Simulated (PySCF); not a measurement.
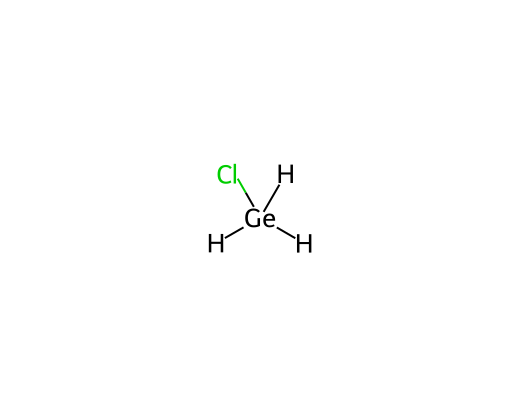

The picture comes from a calculation with PySCF.

A structural formula.

Transcribe the drawing into SMILES.

Answer. [Cl][GeH3]

Give the formula, hydrogens included.

Answer. ClGeH3.

An optimisation with PBE0-D3(BJ)/def2-TZVP gave a structure of which point group?

Answer. C3v.
